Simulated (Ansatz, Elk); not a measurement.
**How far do independent atoms describe Mg3As?**

The structure of Mg3As used here is made up (a known structure type with other elements) and was relaxed beforehand with r2SCAN. The aim is the Fourier transform of its all-electron density, F(hkl), set beside the sum over free spherical atoms that refinements use.

Method: DFT, PBE, all-electron APW+lo, Dirac cores, scalar-relativistic bands, static density, no spin, in Elk 11.2.3 (patched build).

The structure was built from a prototype and need not be the compound's stable phase.

## 1. Starting point

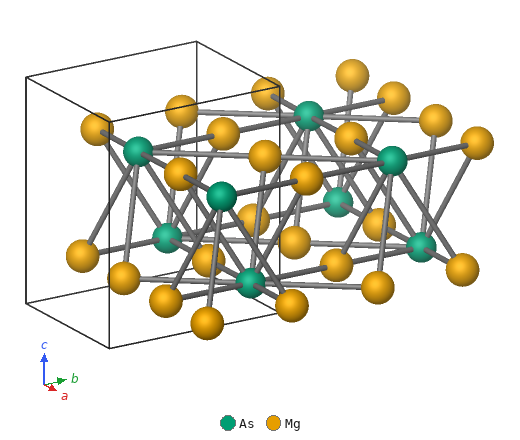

The starting structure, seen slightly off an axis (arsenic teal, magnesium orange). 2×2×1 cells are drawn.

## 2. Ground state and structure factors

An all-electron density is needed, since X-rays see the cores too. Task 0 finds the density and task 195 Fourier-transforms it; tshift is off so that phases refer to the origin typed.

elk.in

```
tasks
  0
  195

xctype
  20

spinpol
  .false.

rgkmax
  7.0

gmaxvr
  14.0

lmaxo
  7

lmaxapw
  8

swidth
  0.002

tshift
  .false.

ramdisk
  .false.

hmaxvr
  5.5

maxscl
  120

epspot
  1e-06

sppath
  './'

avec
  11.21244523065 0.00000000000 0.00000000000
  -5.60622261532 9.71026240828 0.00000000000
  0.00000000000 0.00000000000 9.97909826316

atoms
  2
  'As.in'
  2
  0.3333333333 0.6666666667 0.2500000000   0.000000 0.000000 0.000000
  0.6666666667 0.3333333333 0.7500000000   0.000000 0.000000 0.000000
  'Mg.in'
  6
  0.8321345516 0.6642691032 0.2500000000   0.000000 0.000000 0.000000
  0.3357308968 0.1678654484 0.2500000000   0.000000 0.000000 0.000000
  0.8321345516 0.1678654484 0.2500000000   0.000000 0.000000 0.000000
  0.6642691032 0.8321345516 0.7500000000   0.000000 0.000000 0.000000
  0.1678654484 0.3357308968 0.7500000000   0.000000 0.000000 0.000000
  0.1678654484 0.8321345516 0.7500000000   0.000000 0.000000 0.000000

ngridk
  5 5 4
```

Run with:

```bash
OMP_NUM_THREADS=4 elk
```

Numbers of over 12 decimals in the logs are rounded to 6 here.

The program printed:

```text
┌─────────────────────────┐
│ Elk code version 11.2.3 │
└─────────────────────────┘

All units are atomic (Hartree, Bohr, etc.)

┌─────────────────────────────────────────────────┐
│ Ground-state run starting from atomic densities │
└─────────────────────────────────────────────────┘

Lattice vectors :
   11.21244523       0.000000000       0.000000000
  -5.606222615       9.710262408       0.000000000
   0.000000000       0.000000000       9.979098263

Reciprocal lattice vectors :
  0.5603760088      0.3235332395      -0.000000000
   0.000000000      0.6470664791       0.000000000
   0.000000000      -0.000000000      0.6296345763

Unit cell volume      :    1086.482161
Brillouin zone volume :   0.2283058317

Muffin-tin inner radius fraction :   0.1000000000E-01

Nuclei treated as point charges

Species : 1 (As)
 parameters loaded from : As.in
 name : arsenic
 nuclear charge    :   -33.00000000
 electronic charge :    33.00000000
 atomic mass :    136573.7220
 muffin-tin radius :    2.400000000
 number of radial points in muffin-tin :    993
 inner part over the whole radius :   0.9862024899E-02
 number on inner part of muffin-tin    :    702
 approximate nuclear radius :   0.7712558785E-04
 number of mesh points to nuclear radius :    341
 atomic positions (lattice), magnetic fields (Cartesian) :
  1 :   0.33333333 -0.33333333  0.25000000    0.00000000  0.00000000  0.00000000
  2 :  -0.33333333  0.33333333 -0.25000000    0.00000000  0.00000000  0.00000000

Species : 2 (Mg)
 parameters loaded from : Mg.in
 name : magnesium
 nuclear charge    :   -12.00000000
 electronic charge :    12.00000000
 atomic mass :    44305.30466
 muffin-tin radius :    2.200000000
 number of radial points in muffin-tin :    793
 inner part over the whole radius :   0.9941530515E-02
 number on inner part of muffin-tin    :    552
 approximate nuclear radius :   0.5710277704E-04
 number of mesh points to nuclear radius :    241
 atomic positions (lattice), magnetic fields (Cartesian) :
  1 :  -0.16786545 -0.33573090  0.25000000    0.00000000  0.00000000  0.00000000
  2 :   0.33573090  0.16786545  0.25000000    0.00000000  0.00000000  0.00000000
  3 :  -0.16786545  0.16786545  0.25000000    0.00000000  0.00000000  0.00000000
  4 :  -0.33573090 -0.16786545 -0.25000000    0.00000000  0.00000000  0.00000000
  5 :   0.16786545  0.33573090 -0.25000000    0.00000000  0.00000000  0.00000000
  6 :   0.16786545 -0.16786545 -0.25000000    0.00000000  0.00000000  0.00000000

Total number of atoms per unit cell :    8
Total muffin-tin volume :    383.4251002
 ratio of muffin-tin to unit cell volume :   0.3529051041

Spin treatment :
 spin-unpolarised

Number of Bravais lattice symmetries :   24
Number of crystal symmetries         :   24
Crystal has inversion symmetry
Real symmetric eigensolver will be used

k-point grid :      5     5     4
k-point offset :    0.000000000       0.000000000       0.000000000
k-point set is reduced with full crystal symmetry group
Total number of k-points :       15

Muffin-tin radius times maximum |G+k| :    7.000000000
 using average radius
Maximum |G+k| for APW functions       :    3.111111111
Maximum (1/2)|G+k|²                   :    4.839506173
Maximum |G| for potential and density :    14.00000000
Constant for pseudocharge density :    8
 order of it for each species :   15  15
 order of it for pair densities of each species (exact exchange by exxq0 0: 16) :   11   9
Radial integration step length :    1

G-vector grid sizes :     50    50    45
Number of G-vectors :    50307

Maximum angular momentum used for
 APW functions            :    8
 outer part of muffin-tin :    7
 inner part of muffin-tin :    2

Total nuclear charge    :   -138.0000000
Total core charge       :    48.00000000
Total valence charge    :    90.00000000
Total excess charge     :    0.000000000
Total electronic charge :    138.0000000

Effective Wigner radius, rₛ :    1.234103644

Number of empty states         :     32
[...]
Madelung                    :     -6924.3719604585
 xc potential                :     -352.66854640425
 exchange                    :     -260.64176487466
 correlation                 :     -5.971801
 electron entropic           :    -0.12227273597265E-02
 total energy                :     -5727.2426101398

Density of states at Fermi energy :    88.73589554
 (states/Hartree/unit cell)

Estimated indirect band gap :   0.4803545893E-02
 from k-point 9 to k-point 12
Estimated direct band gap   :   0.1241188260E-01
 at k-point 7

Charges :
 core                        :    48.00000000
 valence                     :    90.00000000
 interstitial                :    12.13705998
 muffin-tins (core leakage)
  species : 1 (As)
[...]
species : 2 (Mg)
[...]
total in muffin-tins        :    125.8629400
 total calculated charge     :    137.9996485
 total charge                :    138.0000000
 error                       :   0.3514759341E-03

RMS change in Kohn-Sham potential (target) :   0.7001076706     (  0.1000000000E-05)
Absolute change in total energy (target)   :    2.164072483     (  0.1000000000E-03)

[... loops 3 to 13 left out ...]

┌──────────────────┐
│ Loop number : 14 │
└──────────────────┘

Energies :
 Fermi                       :     0.196828
 sum of occupied eigenvalues :     -3243.5111881504
 electron kinetic            :      5827.3868094682
 core electron kinetic       :      5070.5737242093
 Coulomb                     :     -11285.094307843
 Coulomb potential           :     -8725.2129408287
 nuclear-nuclear             :     -757.95141950761
 electron-nuclear            :     -12343.650655921
 Hartree                     :      1816.5077675862
 Madelung                    :     -6922.4878374285
 xc potential                :     -345.68505678981
 exchange                    :     -260.55969471649
 correlation                 :     -5.973607
 electron entropic           :    -0.12402023062521E-02
 total energy                :     -5724.2420407857

Density of states at Fermi energy :    95.56207780
 (states/Hartree/unit cell)

Estimated indirect band gap :   0.5514354045E-02
 from k-point 9 to k-point 9
Estimated direct band gap   :   0.5514354045E-02
 at k-point 9

Charges :
 core                        :    48.00000000
 valence                     :    90.00000000
 interstitial                :    12.25209070
 muffin-tins (core leakage)
  species : 1 (As)
[...]
species : 2 (Mg)
[...]
total in muffin-tins        :    125.7479093
 total calculated charge     :    137.9996582
 total charge                :    138.0000000
 error                       :   0.3417504643E-03

RMS change in Kohn-Sham potential (target) :   0.7281586219E-07 (  0.1000000000E-05)
Absolute change in total energy (target)   :   0.4132430149E-04 (  0.1000000000E-03)

Convergence targets achieved

┌──────────────────┐
│ Loop number : 15 │
└──────────────────┘

Energies :
 Fermi                       :     0.196828
 sum of occupied eigenvalues :     -3243.5111886985
 electron kinetic            :      5827.3868112865
 core electron kinetic       :      5070.5737252742
 Coulomb                     :     -11285.094310408
 Coulomb potential           :     -8725.2129414888
 nuclear-nuclear             :     -757.95141950761
 electron-nuclear            :     -12343.650660341
 Hartree                     :      1816.5077694401
 Madelung                    :     -6922.4878396640
 xc potential                :     -345.68505849621
 exchange                    :     -260.55969479163
 correlation                 :     -5.973607
 electron entropic           :    -0.12402023835466E-02
 total energy                :     -5724.2420416100

Density of states at Fermi energy :    95.56208036
 (states/Hartree/unit cell)

Estimated indirect band gap :   0.5514350250E-02
 from k-point 9 to k-point 9
Estimated direct band gap   :   0.5514350250E-02
 at k-point 9

Charges :
 core                        :    48.00000000
 valence                     :    90.00000000
 interstitial                :    12.25209064
 muffin-tins (core leakage)
  species : 1 (As)
[...]
species : 2 (Mg)
[...]
atom 4                    :    10.48693963     ( -0.9828258696E-07)
   atom 5                    :    10.48693963     ( -0.9828258696E-07)
   atom 6                    :    10.48693963     ( -0.9828258696E-07)
 total in muffin-tins        :    125.7479094
 total calculated charge     :    137.9996582
 total charge                :    138.0000000
 error                       :   0.3417504680E-03

┌──────────────────────────────┐
│ Self-consistent loop stopped │
└──────────────────────────────┘

Warning : core states of species 1 leak from the muffin-tin :   0.1410022104E-03

Wrote STATE.OUT
```

Elapsed: 50 s, on 4 threads of Intel Xeon Platinum 8488C (Sapphire Rapids), shared host; peak memory 0.29 GiB; 2.1 min of CPU time.

SFACRHO.OUT:

```text

h k l indices transformed by vhmat matrix:
   1.000000000       0.000000000       0.000000000    
   0.000000000       1.000000000       0.000000000    
   0.000000000       0.000000000       1.000000000    

      h      k      l  multipl.   |H|            Re(F)            Im(F)           |F|

      0      0      0      1   0.0000000       138.00000      0.13514517E-15   138.00000    
      0      0     -1      2  0.62963458     -0.43679325E-13  -0.0000000      0.43679325E-13
     -1      1      0      6  0.64706648      -20.643113     -0.11308477E-13   20.643113    
      0     -1      1      6  0.90284812      -33.145929     -0.94237306E-14   33.145929    
      0      1      1      6  0.90284812       33.145929     -0.11308477E-13   33.145929    
      2     -1      0      6   1.1207520       37.121826     -0.20673309E-13   37.121826    
      0      0     -2      2   1.2592692      -106.39713      0.10154018E-15   106.39713    
     -2      1     -1     12   1.2855057      0.32798292E-07  -0.0000000      0.32798292E-07
     -2      2      0      6   1.2941330      -52.582319     -0.60311876E-13   52.582319    
      0     -1      2      6   1.4157874       17.710323      -0.0000000       17.710323    
      0     -1     -2      6   1.4157874       17.710323     -0.18847461E-14   17.710323    
     -2      0      1      6   1.4391733      -88.048852     -0.48061026E-13   88.048852    
     -2      2      1      6   1.4391733       88.048852      0.11685426E-12   88.048852    
      1     -2      2     12   1.6857769      -32.325692      0.47265899E-13   32.325692    
      3     -1      0     12   1.7119770      -15.210100      0.33925430E-13   15.210100    
      0      2      2      6   1.8056962       46.909706      0.27328819E-13   46.909706    
      0     -2      2      6   1.8056962       46.909706     -0.28271192E-13   46.909706    
      3     -2      1     12   1.8240902       27.640293     -0.32983057E-13   27.640293
```

Elk indexes on the primitive cell of elk.in and gives |H| = 4π sin θ/λ in inverse bohr. Below, one row stands for each form hkl of the conventional cell (m members, Friedel mates merged), F is for one primitive cell and the density is static (no thermal factor). Free-atom factors are Waasmaier and Kirfel's, and R is Σm||F|−|F'||/Σm|F|.

```
hkl   m  sin θ/λ (Å⁻¹)  abs F, DFT  neutral atoms   diff.
001   2          0.095       0.000          0.000  +0.000
100   6          0.097      20.643         20.617  +0.026
101  12          0.136      33.146         32.909  +0.237
110   6          0.169      37.122         36.620  +0.502
002   2          0.189     106.397        106.614  -0.217
111  12          0.193       0.000          0.000  +0.000
200   6          0.195      52.582         52.868  -0.286
102  12          0.213      17.710         17.616  +0.095
201  12          0.216      88.049         88.564  -0.516
112  12          0.254      32.326         32.488  -0.163
210  12          0.257      15.210         15.325  -0.115
202  12          0.272      46.910         47.067  -0.157
211  24          0.274      27.640         27.844  -0.204
003   2          0.284       0.000          0.000  +0.000
```

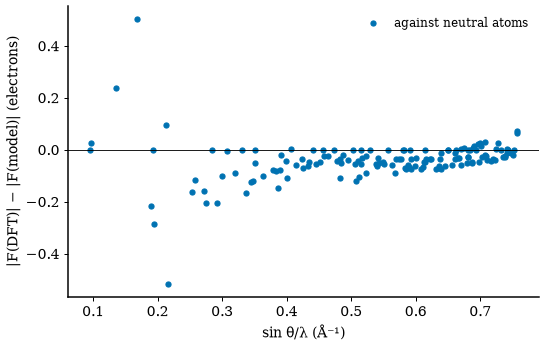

Difference between the calculated structure factors and the independent-atom ones.

## 3. The highest occupied states alone

An energy window below the Fermi level keeps the highest occupied states, to see at which angles they scatter; shallow core shells can lie inside it and anion s states outside. No new self-consistency is needed.

Changes to elk.in since step 2:

```diff
@@ -1,3 +1,2 @@
 tasks
-  0
   195
@@ -40,2 +39,5 @@
 
+wsfac
+  -0.170660 0.496830
+
 sppath
```

Run with:

```bash
OMP_NUM_THREADS=4 elk
```

The program printed:

```text
┌─────────────────────────────────┐
│ Elk code version 11.2.3 started │
└─────────────────────────────────┘

Info(readinput): the functional depends on the density's gradient
 muffin-tin radial points multiplied by    2.00000
 (not where nrmtscf is given)

┌────────────────────┐
│ Current task : 195 │
└────────────────────┘

Info(sfacrho): density structure factors written to SFACRHO.OUT

 Energy window :  -0.1706600000      0.4968300000

┌──────────────────┐
│ Elk code stopped │
└──────────────────┘
```

Run time: 12 s. Hardware: 4 threads; peak memory 0.18 GiB.

States within 10 eV below the Fermi level hold 18.00 electrons; any levels below the window count with the cores. Their amplitudes can exceed the total, where window and core parts have opposite phase:

```
hkl  sin θ/λ (Å⁻¹)  abs F, window  abs F, all
001          0.095          0.000       0.000
100          0.097          1.140      20.643
101          0.136          1.720      33.146
110          0.169          1.764      37.122
002          0.189          1.099     106.397
111          0.193          0.000       0.000
200          0.195          0.292      52.582
102          0.213          0.407      17.710
201          0.216          0.040      88.049
112          0.254          0.114      32.326
```

## 4. Another functional

The difference from free atoms is small, so it is set against the change that PBEsol makes.

Changes to elk.in since step 3:

```diff
@@ -1,2 +1,3 @@
 tasks
+  0
   195
@@ -4,3 +5,3 @@
 xctype
-  20
+  22
 
@@ -39,5 +40,2 @@
 
-wsfac
-  -0.170660 0.496830
-
 sppath
```

Run with:

```bash
OMP_NUM_THREADS=4 elk
```

The program printed:

```text
┌─────────────────────────┐
│ Elk code version 11.2.3 │
└─────────────────────────┘

All units are atomic (Hartree, Bohr, etc.)

┌─────────────────────────────────────────────────┐
│ Ground-state run starting from atomic densities │
└─────────────────────────────────────────────────┘

Lattice vectors :
   11.21244523       0.000000000       0.000000000
  -5.606222615       9.710262408       0.000000000
   0.000000000       0.000000000       9.979098263

Reciprocal lattice vectors :
  0.5603760088      0.3235332395      -0.000000000
[...]
muffin-tins (core leakage)
  species : 1 (As)
[...]
species : 2 (Mg)
[...]
atom 5                    :    10.48708203     ( -0.9828259051E-07)
   atom 6                    :    10.48708203     ( -0.9828259051E-07)
 total in muffin-tins        :    125.7475851
 total calculated charge     :    137.9996555
 total charge                :    138.0000000
 error                       :   0.3445498756E-03

┌──────────────────────────────┐
│ Self-consistent loop stopped │
└──────────────────────────────┘

Warning : core states of species 1 leak from the muffin-tin :   0.1428167929E-03

Wrote STATE.OUT
[key lines of the parts left out:]
total energy                :     -5718.4884511748
```

Elapsed: 37 s, on 4 threads; peak memory 0.3 GiB.

Against the first run R = 0.04 %; the largest change is -0.045 at 224.

## 5. Basis size

A smaller basis shows how fast F responds to it; the change is likely larger than the basis error of the first run, but doesn't show convergence.

Changes to elk.in since step 4:

```diff
@@ -5,3 +5,3 @@
 xctype
-  22
+  20
 
@@ -11,3 +11,3 @@
 rgkmax
-  7.0
+  5.5
```

Run with:

```bash
OMP_NUM_THREADS=4 elk
```

The program printed:

```text
┌─────────────────────────┐
│ Elk code version 11.2.3 │
└─────────────────────────┘

All units are atomic (Hartree, Bohr, etc.)

┌─────────────────────────────────────────────────┐
│ Ground-state run starting from atomic densities │
└─────────────────────────────────────────────────┘

Lattice vectors :
   11.21244523       0.000000000       0.000000000
  -5.606222615       9.710262408       0.000000000
   0.000000000       0.000000000       9.979098263

Reciprocal lattice vectors :
  0.5603760088      0.3235332395      -0.000000000
[...]
muffin-tins (core leakage)
  species : 1 (As)
[...]
species : 2 (Mg)
[...]
atom 5                    :    10.48429529     ( -0.9828258607E-07)
   atom 6                    :    10.48429529     ( -0.9828258607E-07)
 total in muffin-tins        :    125.7083422
 total calculated charge     :    137.9996762
 total charge                :    138.0000000
 error                       :   0.3237721474E-03

┌──────────────────────────────┐
│ Self-consistent loop stopped │
└──────────────────────────────┘

Warning : core states of species 1 leak from the muffin-tin :   0.1414404807E-03

Wrote STATE.OUT
[key lines of the parts left out:]
total energy                :     -5724.1872188106
```

Elapsed: 41 s, on 4 threads; peak memory 0.27 GiB; 98 s of CPU time.

Against the first run R = 0.02 %; the largest change is +0.037 at 222.

## 6. Settings against the effect

```
          run  R against the first run (%)  R against neutral atoms, low angle (%)  wall time
PBE, rgkmax 7                         0.00                                    0.59       50 s
       PBEsol                         0.04                                    0.60       37 s
   rgkmax 5.5                         0.02                                    0.59       41 s
```

## 7. What came out

| Quantity | Value |
| --- | --- |
| R against neutral atoms, sin θ/λ < 0.3 Å⁻¹ | 0.59 % |
| R against neutral atoms, 0.3 to 0.76 Å⁻¹ | 0.21 % |

**Reading.** Independent neutral atoms miss the calculated amplitudes by R = 0.59 % below 0.3 Å⁻¹ and 0.21 % from there to 0.76 Å⁻¹; by shells, 0.57 % below 0.15 Å⁻¹ (2 forms), 0.60 % 0.15 to 0.3 (10 forms), 0.26 % 0.3 to 0.45 (22 forms), 0.20 % above 0.45 (95 forms). Bonding, aspherical density and the tables' own atoms all enter these figures, and the runs don't part them. The largest change of an amplitude is -0.52 electrons, at 201. The window's part falls from 18.0 electrons at the origin to at most 0.30 between 0.45 and 0.76 Å⁻¹. Below 0.3 Å⁻¹ the changes that finished (PBEsol and rgkmax 5.5) move F by R = 0.02 % at most, against the 0.59 % that separates it from free atoms. The k-mesh has no finished test. Part of the difference isn't bonding: the tables are fits to free atoms and ions calculated by other methods than this functional. Thermal motion, anomalous dispersion and extinction are left out.

[Logs are printed without paths, hosts, clocks, repeated set-up lines and the standing remarks that a program may print on its own settings, such as how far it seeks lower states.]

[Hosts, paths, dates, database ids (printed as entryN), source tags and the programs' standing remarks are cut or masked in the printed files.]
